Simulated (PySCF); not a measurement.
CH10Ge3, SMILES `[CH3][GeH2][GeH2][GeH3]`.

PySCF calculation, PBE0/cc-pVDZ, gas phase; geometry: GFN2-xTB. No frequency check shows the geometry to be a minimum. GFN2-xTB bond lengths at metals and heavier atoms can be off by up to 0.1 Å and shapes distorted, which carries into these values.

Coordinates in Å:

```
C1       2.2285   -1.7011   -0.5887
Ge2      1.8959    0.0424    0.2670
Ge3     -0.2758    0.9257   -0.2296
Ge4     -2.1403   -0.5158    0.1100
H5       3.2099   -2.0859   -0.3250
H6       2.1778   -1.6114   -1.6716
H7       1.4817   -2.4275   -0.2747
H8       2.0865   -0.1085    1.7584
H9       2.9802    1.0104   -0.1448
H10     -0.5170    2.2028    0.5433
H11     -0.3202    1.4251   -1.6582
H12     -3.4652    0.0980   -0.2309
H13     -2.2837   -0.9958    1.5250
H14     -2.0776   -1.7757   -0.7060
```

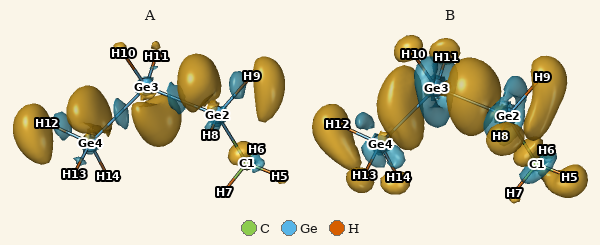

The two Fukui functions at ±0.02 e/Å³ (yellow positive, teal negative).

Which panel is f⁻ (electron removed) and which f⁺ (electron added)?

A is f⁺, B is f⁻. f⁻ (Hirshfeld-condensed) is largest on Ge3 (0.18), Ge2 (0.16) and Ge4 (0.14); the vertical ionisation energy is 9.68 eV (the stability of the cation's solution wasn't checked). f⁺ (Hirshfeld-condensed) is largest on Ge4 (0.18), Ge2 (0.16) and Ge3 (0.14); the vertical electron affinity is −1.55 eV (the stability of the anion's solution wasn't checked; negative, but this basis has no diffuse functions, so it doesn't show that the anion is unbound).

What chemical potential and hardness follow from the two energies?

μ = −(I + A)/2 = −4.06 eV and η = I − A = 11.23 eV.

Cost of the run: 4.2 min on 1 thread of Intel(R) Xeon(R) Processor @ 2.50GHz (Skylake/Cascade Lake) (shared host), peak memory 0.86 GiB.
